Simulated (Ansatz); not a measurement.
## Electronic structure of Cl$_{2}$GeH$_{2}$O···HF in real space

Input

```
crystal:
  periodic: [false, false, false]
  atoms:
    - { symbol: Ge, position_ang: [-0.50863, -0.03301, -0.409572] }
    - { symbol: F, position_ang: [0.115927, 0.175313, 2.408118] }
    - { symbol: H, position_ang: [0.868958, -0.096658, 0.207124] }
    - { symbol: Cl, position_ang: [-0.721961, 1.789443, -1.519482] }
    - { symbol: Cl, position_ang: [-0.772904, -1.67744, -1.778242] }
    - { symbol: O, position_ang: [-1.88529, -0.145483, 0.697431] }
    - { symbol: H, position_ang: [-2.611809, -0.655252, 0.314589] }
    - { symbol: H, position_ang: [-0.777692, 0.013387, 2.594533] }
basis:
  gaussian: { orbitals: def2-mTZVP }
hamiltonian:
  xc: pbe0
  dispersion: d4
relax:
  f_tol: 0.03
  max_steps: 50
output:
  orbitals: {}
```

Command:

```sh
ansatz run input.yaml --threads 4 --pin off --max-ram 5120MiB --backend cpu --events-out ev --progress --plain --runs-dir out
```

The fields are those of the run's last geometry, not of the input's.

The calculation used RKS PBE0-D4/def2-mTZVP in Ansatz 0.2.0.

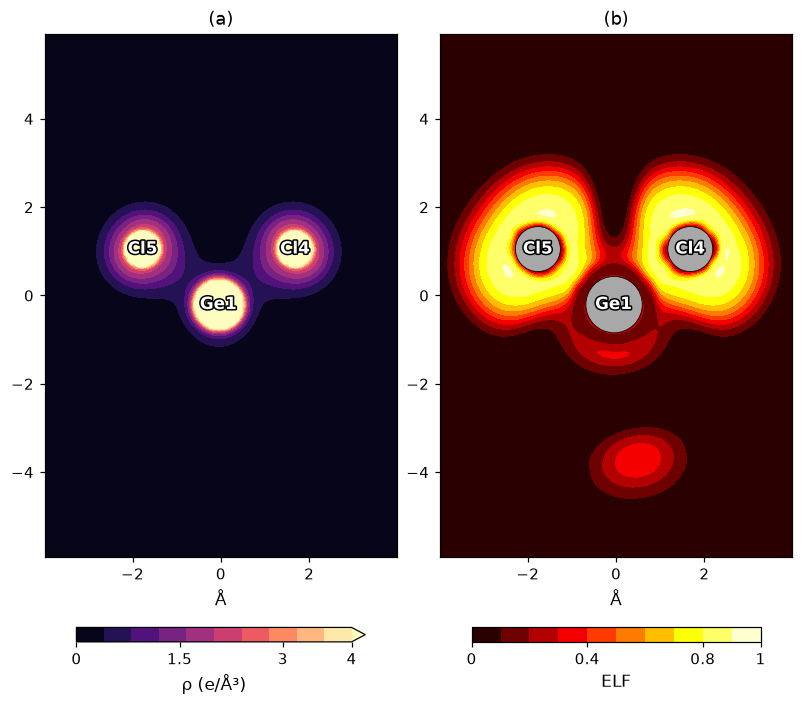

Figure 1. (a) electron density; (b) ELF on the plane of atoms Cl4, Ge1 and Cl5. Grey discs cover the atomic cores in the ELF map.

> Interpret the plot.

The plane passes through Ge and Cl nuclei. Ge–Cl (2.14 Å): the density is about 0.8 e/Å³ at the midpoint; the ELF peaks at about 0.85 in the valence shell of Cl, 0.9 Å from its nucleus, and is about 0.70 at the midpoint. The ELF also peaks beside Cl5 and Cl4, away from the bonds: lone-pair regions.

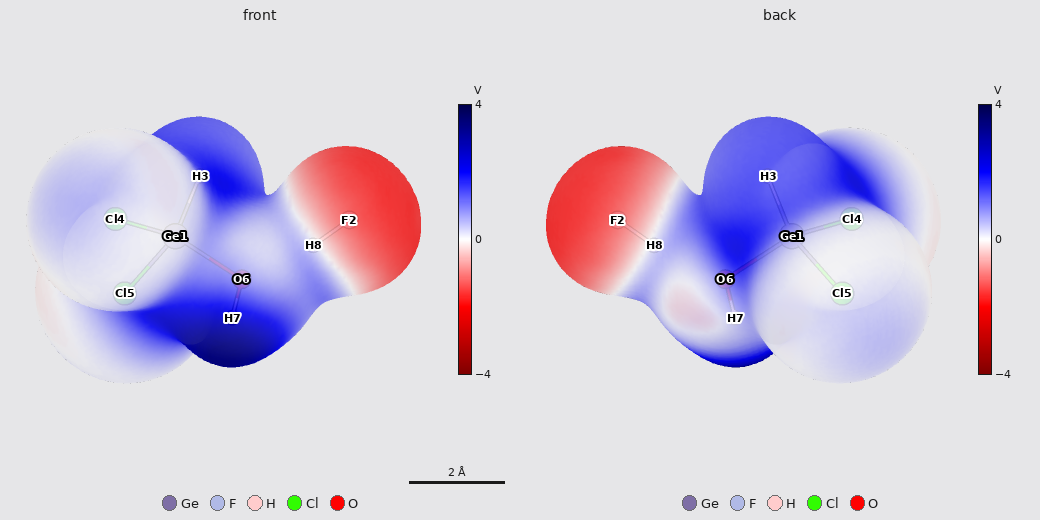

Figure 2. The molecular electrostatic potential painted on the density surface at 0.002 e/bohr³, seen from the front and from behind; the colour scale runs from red (negative) to blue (positive).

> Which sites attract a positive test charge, and which a negative one?

A positive charge is drawn to the negative regions and a negative charge to the positive ones. The most negative region (about −1.6 V) lies over F2, the most positive (about +3.5 V) over H7. Cl4 shows a σ-hole: about +0.5 V at the tip opposite its bond, against about +0.1 V on its flanks. Cl5 shows a σ-hole: about +0.5 V at the tip opposite its bond, against about +0.1 V on its flanks.

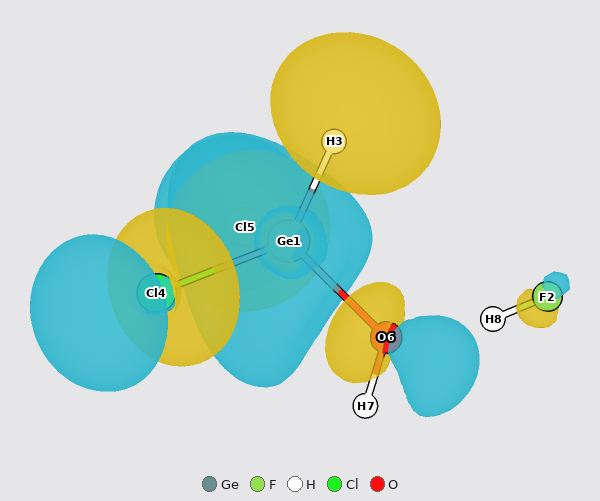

Figure 3. The LUMO at ±0.08 Å⁻³ᐟ² (yellow and cyan are the two phases), seen at a tilt.

> What is the character of this orbital?

It lies mainly on Ge1 (about 35 %), Cl4 (about 20 %), Cl5 (about 20 %), H3 (about 10 %) and O6 (about 5 %). Its energy is −1.38 eV.
